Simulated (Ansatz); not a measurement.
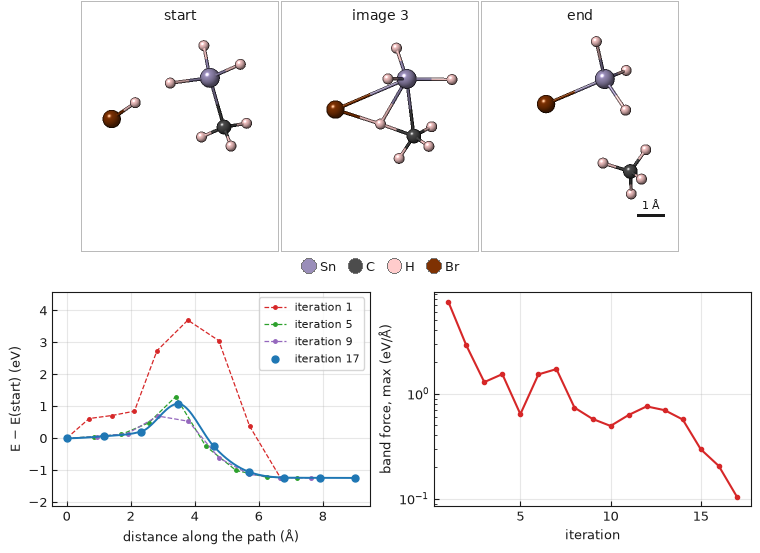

A search for the minimum-energy path of CH7BrSn by the nudged elastic band. Images are numbered from 0 (start) to 8 (end). The plot follows the band through its iterations. A ball-and-stick model, seen at a tilt.

Computed with RKS PBE/def2-SVP (Ansatz). Settings: 7 movable images; climbing image; force threshold 0.2 eV/Å; iteration limit 47; starting path through a guess of the saddle point.

Question: Judge this run.

Answer: The run is converged, with reservations. The band converged in 17 iterations. The largest component of the band force went from 7.6 to 0.1 eV/Å. The climbing image converged on the top of the path. Its curvatures weren't checked. The force threshold is loose. The first iteration put the highest image at 3.70 eV. The highest point, image 3, lies 1.08 eV above the start and 2.32 eV above the end; the end is at −1.24 eV relative to the start.

Cost: 8.5 min on 2 threads of Intel(R) Xeon(R) Processor @ 2.50GHz (Skylake/Cascade Lake) (shared host), peak memory 0.16 GiB.
